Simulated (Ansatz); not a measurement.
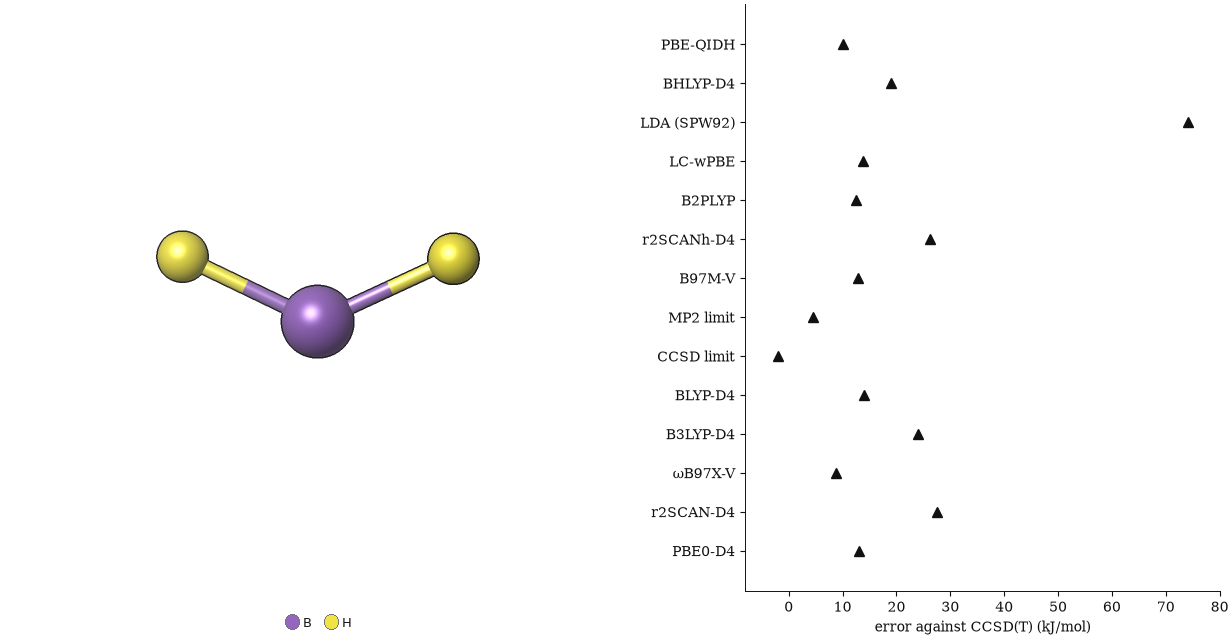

Error in the electronic atomisation energy (method less reference, so positive means overbinding) of BH₂, SMILES [BH2], doublet: functionals in def2-TZVPP against frozen-core CCSD(T) at the limit (scheme: direct), which gives 708.4 kJ/mol, at a PBE0-D4/def2-TZVP geometry (a minimum by its frequencies), no zero-point or spin-orbit term, the Ansatz code 0.2.0. The reference leaves out core correlation, a term that grows with the number of heavy atoms. PBE-QIDH and B2PLYP hold a correlation term that converges slowly with the basis, so part of the distance to the limit is basis error. No dispersion term is added to PBE-QIDH, LC-wPBE and B2PLYP. Limit means the basis limit.

**Which of these levels overbind, and which underbind?**

Overbind: PBE-QIDH, BHLYP-D4, LDA (SPW92), LC-wPBE, B2PLYP, r2SCANh-D4, B97M-V, BLYP-D4, B3LYP-D4, ωB97X-V, r2SCAN-D4 and PBE0-D4. Underbind: none clearly. Within 5 kJ/mol of zero, too close to call in view of what the reference leaves out: MP2 limit and CCSD limit.

**Give the values.**

| level | kJ/mol |
| --- | --- |
| PBE-QIDH | 10.0 |
| BHLYP-D4 | 19.0 |
| LDA (SPW92) | 74.1 |
| LC-wPBE | 13.8 |
| B2PLYP | 12.4 |
| r2SCANh-D4 | 26.3 |
| B97M-V | 12.9 |
| MP2 limit | 4.6 |
| CCSD limit | −2.1 |
| BLYP-D4 | 13.9 |
| B3LYP-D4 | 24.0 |
| ωB97X-V | 8.8 |
| r2SCAN-D4 | 27.6 |
| PBE0-D4 | 13.0 |
